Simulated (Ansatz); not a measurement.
## Run report: GaH3, geometry relaxation

GaH3, computed with RKS PBE-D4/def2-SVP (Ansatz 0.2.0).

It belongs to a series of runs on one base structure; here: start relaxed. Figures and captions count atoms from 1; the log counts them from 0 in places.

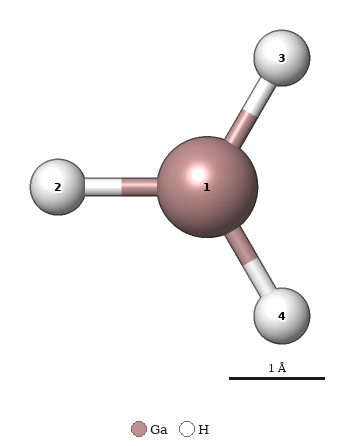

Fig. 1: The starting structure (ball-and-stick view, seen on its broad side; atoms are numbered from 1 in the order of the input). Sticks mark near contacts. Bond lengths as drawn: Ga–H 1.57 Å.

Results in brief

```csv
quantity,value
outcome,converged
total energy,−52410.9422 eV
mean-field energy,−52410.9080 eV
largest force (length of the vector) at the end,under 0.001 eV/Å
hardware,"1 thread of Arm Neoverse V2, 24 GiB of memory available, shared host"
wall time,2 s
peak memory,0.089 GiB
```

Input
```yaml
crystal:
  periodic: [false, false, false]
  atoms:
    - { symbol: Ga, position_ang: [0.0, 0.0, 0.0] }
    - { symbol: H, position_ang: [0.0, 0.0, 1.57] }
    - { symbol: H, position_ang: [1.3596, 0.0, -0.785] }
    - { symbol: H, position_ang: [-1.3596, 0.0, -0.785] }
basis:
  gaussian: { orbitals: def2-SVP }
hamiltonian:
  xc: pbe
  dispersion: d4
relax:
  f_tol: 0.02
  max_steps: 40
output:
  orbitals: {}
```

Launch command:
```bash
ansatz run input.yaml --threads 1 --pin off --max-ram 2048MiB --backend cpu --events-out ev --progress --plain --runs-dir out
```

Output
```
The last accepted step is kept in [file] (removed where the run ends without a failure and the disk answers)
Engine: ansatz 0.2.0, aarch64-unknown-linux-gnu
Functional definition: PBE
  parameter kappa = 0.804
  parameter beta = 0.06672455060314922
  exchange = pbe_x(kappa = kappa, mu = beta*pi^2/3)
  correlation = pbe_c(beta = beta)
529 factors; their error is unknown
mean field evaluation 1: about -52409.5024 eV, gradient 3.1e1 eV
mean field evaluation 2: about -52409.1019 eV, gradient 4.1e1 eV
mean field evaluation 4: about -52410.9259 eV, gradient 3.1e-1 eV
mean field evaluation 8: about -52410.9053 eV, gradient 2.4e-3 eV
mean field -52410.90527335 eV, -1926.0652434079 hartree, gradient 7.5e-6 eV, S^2 0.000000; 0 other end points of the search recorded, 0 dependent functions left out
the calculation of the forces begins
reference -52410.90530743 eV, -1926.0652446605 hartree; 17, 17 occupied and 30, 30 virtual orbitals, 529 factors
relax step   1: F+E_penalty+E_count = -52410.93955702 eV  Δ(F+E_penalty+E_count) = +0.000e0 eV  max|allowed force component| = 1.543e-1 eV/Å  Δτ_max = 0.0000 Å  (22 SCF iters, accepted)
these checks for a lower state are left out or cut short: starts, cluster_reference, orbital_swaps, neighbouring_geometries, increment
529 factors; their error is unknown
mean field evaluation 16: about -52410.9078 eV, gradient 1.8e-2 eV
mean field -52410.90781246 eV, -1926.0653367185 hartree, gradient 6.0e-6 eV, S^2 0.000000; 0 other end points of the search recorded, 0 dependent functions left out
the calculation of the forces begins
reference -52410.90784654 eV, -1926.0653379710 hartree; 17, 17 occupied and 30, 30 virtual orbitals, 529 factors
relax step   2: F+E_penalty+E_count = -52410.94205057 eV  Δ(F+E_penalty+E_count) = -2.494e-3 eV  max|allowed force component| = 2.893e-2 eV/Å  Δτ_max = 0.0091 Å  (22 SCF iters, accepted)
these checks for a lower state are left out or cut short: starts, cluster_reference, orbital_swaps, neighbouring_geometries, increment
529 factors; their error is unknown
mean field -52410.90791627 eV, -1926.0653405334 hartree, gradient 3.3e-5 eV, S^2 0.000000; 0 other end points of the search recorded, 0 dependent functions left out
the calculation of the forces begins
reference -52410.90795035 eV, -1926.0653417859 hartree; 17, 17 occupied and 30, 30 virtual orbitals, 529 factors
relax step   3: F+E_penalty+E_count = -52410.94214383 eV  Δ(F+E_penalty+E_count) = -9.326e-5 eV  max|allowed force component| = 9.835e-5 eV/Å  Δτ_max = 0.0021 Å  (17 SCF iters, accepted)
529 factors; their error is unknown
mean field evaluation 32: about -52410.9079 eV, gradient 6.7e-2 eV
```

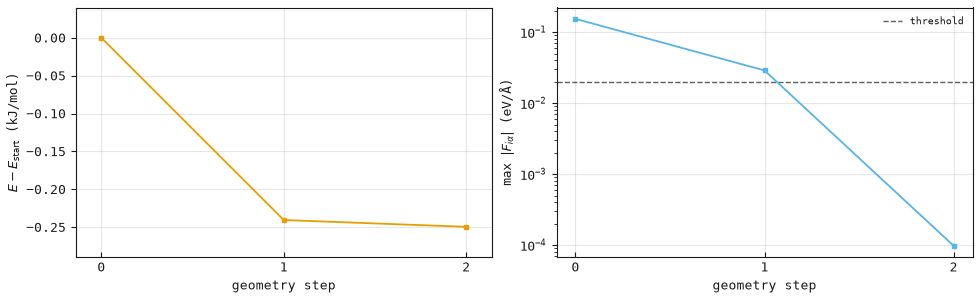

Fig. 2: Progress of the relaxation, step by step (the first geometry is step 0 here and step 1 in the log). The energy falls by 0.25 kJ/mol in 2 geometry steps. Largest force component: 0.15 eV/Å at the start, under 0.0001 eV/Å at the end. The largest moves after the best rigid fit, 0.011 Å, are those of H2, H3 and H4. Ga stays in place. Among the contacts that change: Ga1–H2 1.570 → 1.581 Å. (Atoms are counted from 1 in the order of the input.)

```
mean field -52410.90791627 eV, -1926.0653405334 hartree, gradient 3.3e-5 eV, S^2 0.000000; 1 other end points of the search recorded, 0 dependent functions left out
the calculation of the forces begins
reference -52410.90795035 eV, -1926.0653417859 hartree; 17, 17 occupied and 30, 30 virtual orbitals, 529 factors
Total energy: -52410.94217791 eV, -1926.0665996258 hartree
Atom 0 at    -0.000000    -0.000000     0.000010 Å, force     0.000000     0.000000     0.000010 eV/Å
Atom 1 at     0.000000     0.000000     1.581204 Å, force    -0.000000    -0.000000     0.000096 eV/Å
Atom 2 at     1.369336     0.000000    -0.790607 Å, force     0.000098    -0.000000    -0.000053 eV/Å
Atom 3 at    -1.369336     0.000000    -0.790607 Å, force    -0.000098    -0.000000    -0.000053 eV/Å
Dipole moment:    -0.000000     0.000000     0.000011 e Å
```

Trajectory as extended XYZ (Å, eV, eV/Å), 3 frames, from step=1 to step=3
```
4
Properties=species:S:1:pos:R:3:forces:R:3 step=1 energy=-52410.93956
Ga    0.0000    0.0000    0.0000    0.0000   0.0000   0.0007
H     0.0000    0.0000    1.5700    0.0000   0.0000   0.1543
H     1.3596    0.0000   -0.7850    0.1342   0.0000  -0.0775
H    -1.3596    0.0000   -0.7850   -0.1342   0.0000  -0.0775
4
Properties=species:S:1:pos:R:3:forces:R:3 step=2 energy=-52410.94205
Ga    0.0000    0.0000    0.0000    0.0000   0.0000   0.0001
H     0.0000    0.0000    1.5791    0.0000   0.0000   0.0289
H     1.3675    0.0000   -0.7895    0.0251   0.0000  -0.0145
H    -1.3675    0.0000   -0.7895   -0.0251   0.0000  -0.0145
4
Properties=species:S:1:pos:R:3:forces:R:3 step=3 energy=-52410.94214
Ga    0.0000    0.0000    0.0000    0.0000   0.0000   0.0000
H     0.0000    0.0000    1.5812    0.0000   0.0000   0.0001
H     1.3693    0.0000   -0.7906    0.0001   0.0000  -0.0001
H    -1.3693    0.0000   -0.7906   -0.0001   0.0000  -0.0001
```

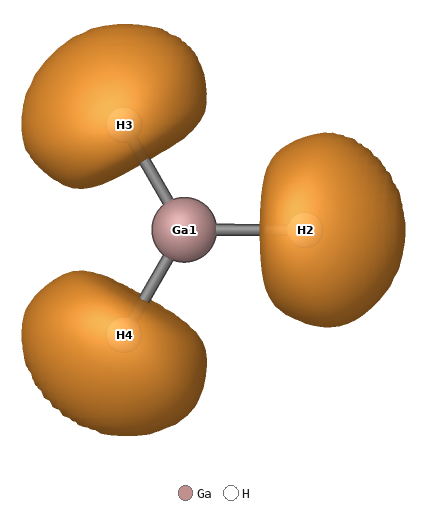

Fig. 3: Isosurface of the ELF at 0.75 (orange), seen face on. Core shells and regions of very low density are left out. Along the contacts the grid gives the following. Ga–H (1.58 Å): the ELF climbs to about 1 towards the hydrogen, as it does in any bond to H.

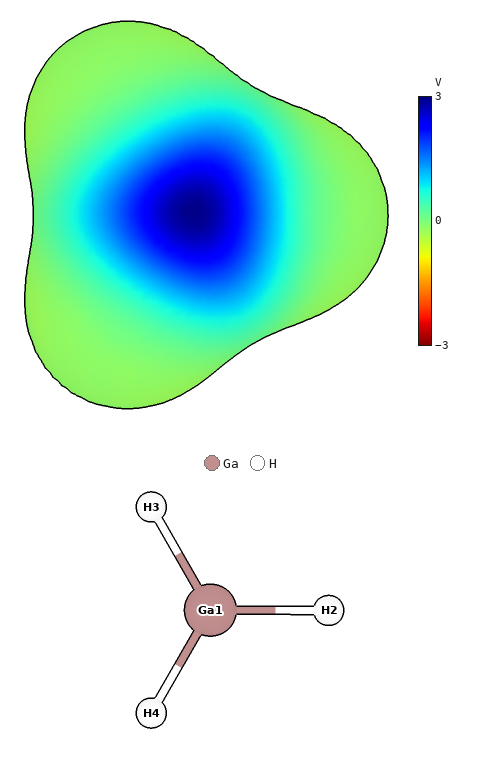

Fig. 4: The electrostatic potential painted on the density surface at 0.002 e/bohr³, seen face on; the colour scale runs from red (negative) to blue (positive). The bare structure is drawn below in the same view.

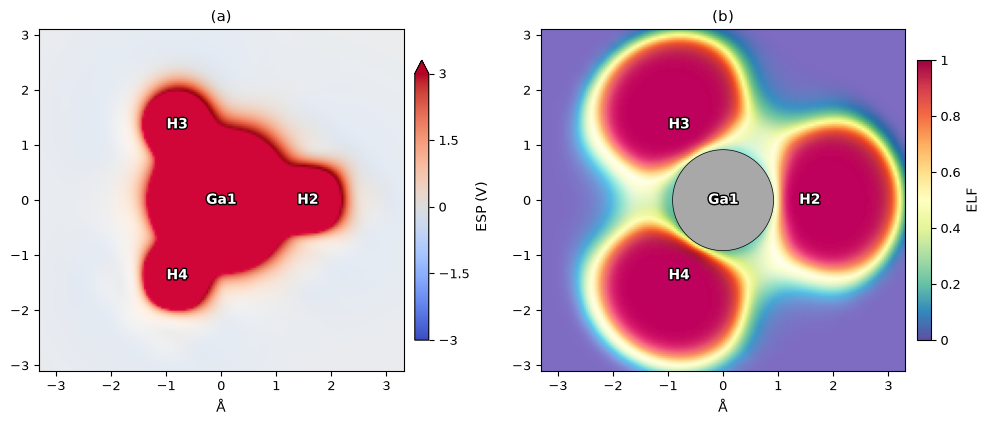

Fig. 5: (a) molecular electrostatic potential; (b) electron localisation function on the molecular plane. Grey discs, where drawn, cover atomic cores. The section cuts through Ga and H sites. Ga–H (1.58 Å): the ELF climbs to about 1 towards the hydrogen. The potential has no marked negative region in this plane.
